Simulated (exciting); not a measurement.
# O K-edge absorption of NaTlO, all-electron BSE, part 2 of 2

Wanted: the near-edge spectrum and the bound core excitons at the O K edge of NaTlO.

exciting sodium; X-ray absorption, core-level Bethe-Salpeter equation, exchange and statically screened direct term, Tamm-Dancoff, all-electron LAPW+lo LDA.

So far. Step 6 (Exchange alone): Maxima (height): 2.1 eV (0.53), 4.0 eV (0.55), 6.0 eV (0.54), 8.4 eV (0.43) and 9.9 eV (0.35); 3 lower ones aren't listed. Against the independent-particle run the r.m.s. difference is 2 %. Step 7 (A changed run): The input has a fault: far too few empty states in the screening. Against the singlet run the r.m.s. difference is 13 %. The highest maximum lies at 0.7 eV (1.12), against 0.9 eV (1.00). The first bright state moves from 0.40 to 0.27 eV.

## Step 8: Coarser mesh

Changed against the first singlet run: k mesh from 5×5×1 to 2×2×1.

File input.xml:

```
<input>
  <title>NaTlO</title>
  <structure speciespath="." autormt="false" epslat="1.0e-5">
    <crystal>
      <basevect>6.5845364187 0.0000000000 0.0000000000</basevect>
      <basevect>-3.2922682094 5.7023758107 0.0000000000</basevect>
      <basevect>0.0000000000 0.0000000000 21.5326574787</basevect>
    </crystal>
    <species speciesfile="Tl.xml" rmt="2.300">
      <atom coord="0.6666666667 0.3333333333 0.6157190300"/>
      <atom coord="0.3333333333 0.6666666667 0.1157190300"/>
    </species>
    <species speciesfile="Na.xml" rmt="2.240">
      <atom coord="0.3333333333 0.6666666667 0.3938852900"/>
      <atom coord="0.6666666667 0.3333333333 0.8938852900"/>
    </species>
    <species speciesfile="O.xml" rmt="1.963">
      <atom coord="0.0000000000 0.0000000000 0.4903956800"/>
      <atom coord="0.0000000000 0.0000000000 0.9903956800"/>
    </species>
  </structure>
  <groundstate do="skip" xctype="LDA_PW" ngridk="6 6 1" rgkmax="7" gmaxvr="14" nempty="8" swidth="0.001" maxscl="100" epsengy="1e-5"/>
  <xs xstype="BSE" ngridk="2 2 1" ngridq="2 2 1" vkloff="0.097 0.273 0.493" rgkmax="7" nempty="44" gqmax="3" lmaxapwwf="5" lmaxemat="2" broad="0.01654" tevout="true">
    <energywindow intv="17.976 19.593" points="439"/>
    <screening screentype="full" nempty="73"/>
    <BSE xas="true" xasspecies="3" xasatom="1" xasedge="K" bsetype="singlet" nstlxas="1 40"/>
    <qpointset>
      <qpoint>0 0 0</qpoint>
    </qpointset>
    <plan>
      <doonly task="xsgeneigvec"/>
      <doonly task="writepmatxs"/>
      <doonly task="scrgeneigvec"/>
      <doonly task="scrwritepmat"/>
      <doonly task="screen"/>
      <doonly task="scrcoulint"/>
      <doonly task="exccoulint"/>
    </plan>
  </xs>
</input>
```

File input.xml for the last start (plan only):

```
  <plan>
    <doonly task="bse"/>
  </plan>
```

The run is started by

```sh
> OMP_NUM_THREADS=1 mpirun -n 4 exciting
> OMP_NUM_THREADS=4 exciting
```

Numbers of over 12 decimals in the logs are rounded to 6 here.

The log of the run:

```text
| EXCITING SODIUM started for task xsgeneigvec ( 301)                          =
One-shot GS runs for BSE calculations
One-shot GS runs for k+qmt/2 grids
Info(xsgeneigvec): Generating eigenvectors for Q-point      1
Info(xsgeneigvec): Generation of eigenvectors finished
| EXCITING SODIUM started for task writepmatxs ( 320)                          =
Info(writepmatxs): Momentum matrix elements finished
| EXCITING SODIUM started for task scrgeneigvec ( 401)                         =
One-shot GS runs for BSE calculations
One-shot GS runs for k+qmt/2 grids
[...]
Info(setup_bse_block): Setting up RR part of hamiltonian
Info(setup_bse_block): Singlet spin state
Info(bse): Diagonalizing RR Hamiltonian (TDA)
Info(bse): Invoking Lapack routine ZHEEVR
       320 eigen solutions found in the interval:
         i1=       1 i2=     320
Info(bse): Writing excition energies and oscillator strengths to text file.
Info(makespectrum_dist): Making spectrum using formula for coupling with time reversed AR basis.
Info(makespectrum_dist): Using formalism for vanishing momentum transfer.
Info(writederived): Writing quantities derived from the macroscopic dielectric function.
Info(bselauncher): Spectrum finished for iqmt=  1
Info(bselauncher): All done for BSE type singlet
```

Run time: 3.1 min. Hardware: 4 MPI ranks of Intel Xeon at 2.70GHz, shared host.

Wall time by task: xsgeneigvec 10 s, writepmatxs 10 s, scrgeneigvec 5.8 s, scrwritepmat 10 s, screen 26 s, scrcoulint 19 s, exccoulint 1.7 min, bse 1.7 s.

These settings are cheaper. The spectrum differs from the singlet run by 40 % r.m.s. The highest maximum lies at -0.2 eV (0.90), against 0.9 eV (1.00). The first bright state moves from 0.40 to -0.19 eV. The lowest bare transition of this run lies at 1.66 eV, against 1.07. A coarse mesh samples few band energies, and it inflates the long-range part of the attraction.

```
E (eV)  first run  this run
  -4.0       0.02      0.02
  -3.0       0.03      0.04
  -2.0       0.05      0.07
  -1.0       0.10      0.24
   0.0       0.38      0.80
   1.0       1.00      0.53
   2.0       0.57      0.63
   3.0       0.69      0.61
   4.0       0.45      0.39
   5.0       0.47      0.45
   6.0       0.31      0.27
   7.0       0.25      0.33
   8.0       0.33      0.27
   9.0       0.31      0.26
  10.0       0.21      0.20
  11.0       0.18      0.17
  12.0       0.24      0.28
  13.0       0.27      0.23
  14.0       0.22      0.25
  15.0       0.25      0.25
  16.0       0.26      0.18
  17.0       0.23      0.26
  18.0       0.26      0.27
```

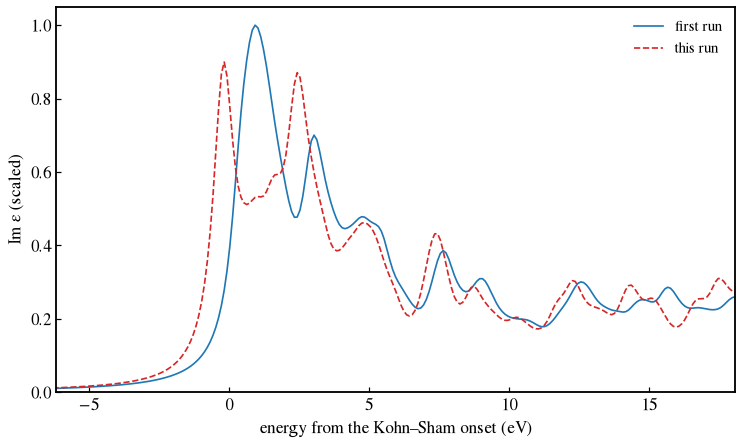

This run beside the first singlet run.

## Step 9: The levels of theory side by side

```
  level  curve passes 0.15 (eV)  highest maximum (eV)  its height
     IP                     0.8                   4.0        0.57
    RPA                     0.8                   4.0        0.55
singlet                    -0.6                   0.9        1.00
```

```
E (eV)    IP   RPA  singlet
  -3.0  0.01  0.01     0.03
  -2.0  0.02  0.02     0.05
  -1.0  0.03  0.03     0.10
   0.0  0.06  0.06     0.38
   1.0  0.23  0.21     1.00
   2.0  0.55  0.52     0.57
   3.0  0.35  0.34     0.69
   4.0  0.57  0.55     0.45
   5.0  0.49  0.48     0.47
   6.0  0.54  0.54     0.31
   7.0  0.34  0.35     0.25
   8.0  0.36  0.36     0.33
   9.0  0.30  0.31     0.31
  10.0  0.34  0.34     0.21
  11.0  0.24  0.24     0.18
  12.0  0.20  0.20     0.24
  13.0  0.29  0.29     0.27
  14.0  0.27  0.27     0.22
  15.0  0.28  0.28     0.25
  16.0  0.30  0.30     0.26
  17.0  0.28  0.28     0.23
  18.0  0.26  0.26     0.26
```

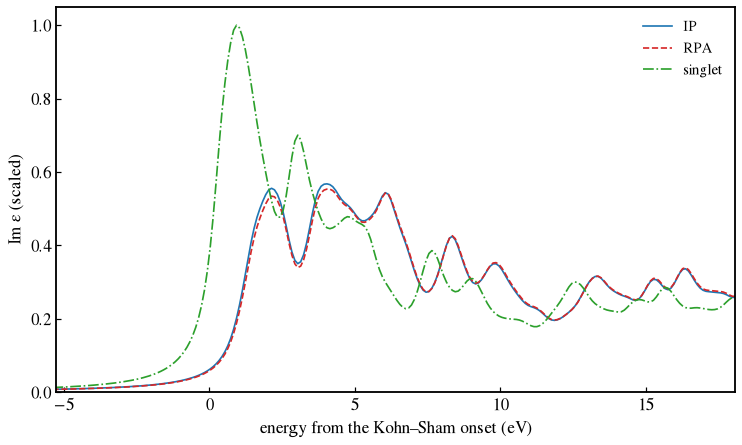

The spectrum at each level.

## Step 10: Summary of results

```
absorber and edge   : O K, atom 5
surroundings        : 3 Na at 2.29 Å and 3 Tl at 2.47 Å (distorted octahedral, site symmetry 3m)
first bright state  : 0.40 eV from the Kohn–Sham onset, on this mesh
highest maximum     : 0.9 eV
cost of the BSE run : 19 min on 4 MPI ranks of Intel Xeon at 2.70GHz, shared host; the last task ran on as many threads
```

Is a core exciton bound? Undecided on this mesh: the first bright state (over 5 % of the brightest) lies at 0.40 eV from the Kohn–Sham onset and at -0.67 eV from the lowest bare transition of its own mesh. Exchange alone changes the independent-particle spectrum by 2 % r.m.s. Binding energies aren't converged on 25 k points, and fine structure above the first lines is partly noise of the mesh. Exchange and the short-range direct term aren't converged in the kernel cutoff. The zero comes from the unshifted 6×6×1 ground-state mesh; it is exact only where the band minimum lies on that mesh. The Kohn–Sham onset, 501 eV, is no photon energy: the scale needs a rigid shift. Bands and screening come from semilocal DFT, whose small gap overscreens. Vibrations and energy-dependent lifetimes are left out. The structure is a Materials Project entry, computed there, and may be a hypothetical form.

[Banner, clock and machine lines of the logs are left out without a mark of their own.]

[Logs are printed without paths, hosts, clocks, repeated set-up lines and the standing remarks that a program may print on its own settings, such as how far it seeks lower states.]

[Hosts, paths, dates, database ids (printed as entryN), source tags and the programs' standing remarks are cut or masked in the printed files.]
